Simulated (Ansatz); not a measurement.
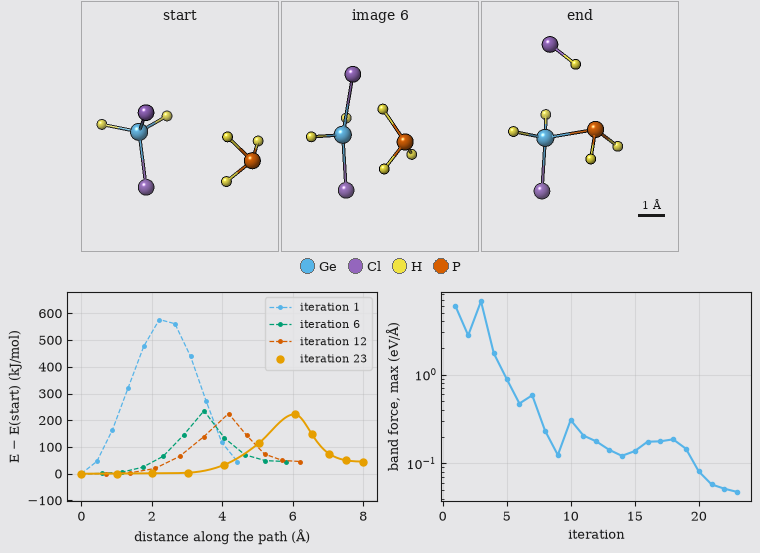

NEB run on GePH5Cl2, made up at the start of GeH₂Cl₂ and PH3. Images are numbered from 0 (start) to 10 (end). The plot follows the band through its iterations. A ball-and-stick model, seen at a tilt.

The calculation used Ansatz, RKS B3LYP/def2-SVP.

Input file:
```yaml
crystal:
  periodic: [false, false, false]
  atoms:
    - { symbol: Ge, position_ang: [-0.247006, -0.646717, -0.166256] }
    - { symbol: Cl, position_ang: [-0.591375, -0.461608, 1.967985] }
    - { symbol: Cl, position_ang: [1.871458, -0.961882, -0.51139] }
    - { symbol: H, position_ang: [-0.648783, 0.673095, -0.835418] }
    - { symbol: H, position_ang: [-0.992677, -1.891807, -0.662423] }
    - { symbol: P, position_ang: [2.297444, 3.03303, 1.613048] }
    - { symbol: H, position_ang: [2.690502, 1.941033, 0.778146] }
    - { symbol: H, position_ang: [1.466483, 3.611696, 0.601771] }
    - { symbol: H, position_ang: [1.218155, 2.29446, 2.190437] }
basis:
  gaussian: { orbitals: def2-SVP }
hamiltonian:
  xc: b3lyp
neb:
  order_check: false
  images: 9
  f_tol: 0.05
  max_iterations: 60
  initial_path: linear
  final_atoms:
    - { symbol: Ge, position_ang: [0.62272703, 0.18545511, -0.2955882] }
    - { symbol: Cl, position_ang: [-1.28943413, 0.70210577, 3.01476381] }
    - { symbol: Cl, position_ang: [1.71523436, -0.13803769, -2.16836316] }
    - { symbol: H, position_ang: [-0.79913994, 0.62839742, -0.67899296] }
    - { symbol: H, position_ang: [0.63241108, -1.15058021, 0.46563435] }
    - { symbol: P, position_ang: [1.65188251, 1.84636341, 0.99971431] }
    - { symbol: H, position_ang: [2.96231494, 1.29252726, 0.89611705] }
    - { symbol: H, position_ang: [1.82270643, 2.76347588, -0.07929373] }
    - { symbol: H, position_ang: [-0.25450129, 1.46159306, 2.82190853] }
```

Command:
```bash
ansatz run input.yaml --threads 4 --pin off --max-ram 5120MiB --backend cpu --events-out ev --progress --plain --runs-dir out
```

> Did the band converge, and can the barrier be trusted?

The run is converged, with reservations. The band converged in 23 iterations. The largest component of the band force went from 5.9 to 0.048 eV/Å. The climbing image converged on the top of the path. Its curvatures weren't checked. The straight starting path can push atoms close together and costs iterations. The first iteration put the highest image at 576.8 kJ/mol. The highest point, image 6, lies 222.4 kJ/mol above the start and 176.8 kJ/mol above the end; the end is at +45.6 kJ/mol relative to the start.

Limits of the set-up: the start holds two separate molecules, 3.3 Å apart at their closest, whose relative position is a soft coordinate and is computed without a dispersion correction.

Cost: 6.5 min on 4 threads of Arm Neoverse V2, on a shared host, peak memory 0.29 GiB.
